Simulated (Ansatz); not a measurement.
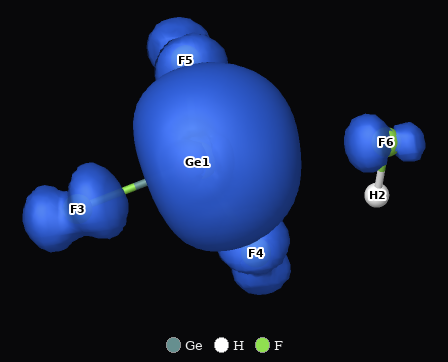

*F3Ge···HF (doublet). Isosurfaces of the spin density (α minus β) at +0.03 (blue) and −0.03 e/Å³ (red), seen across its widest extent.*

These are results of Ansatz 0.2.0, UKS PBE0-D4/def2-SVP, not measurements.

```yaml
atoms:
  - { symbol: Ge, position_ang: [0.5867, -0.2044, 0.0299] }
  - { symbol: H, position_ang: [-0.6879, 0.5602, 2.0813] }
  - { symbol: F, position_ang: [1.2824, 0.2065, -1.5025] }
  - { symbol: F, position_ang: [-0.5088, 1.1354, 0.3501] }
  - { symbol: F, position_ang: [-0.4576, -1.5440, -0.2740] }
  - { symbol: F, position_ang: [-0.2133, -0.1537, 2.4570] }
```

Q: Where is the unpaired spin?

A: The unpaired spin (1 electron) lies mostly on Ge1 (about 0.7), F3 (about 0.1), F5 (about 0.1) and F4 (about 0.1), in electrons by Hirshfeld's partition.
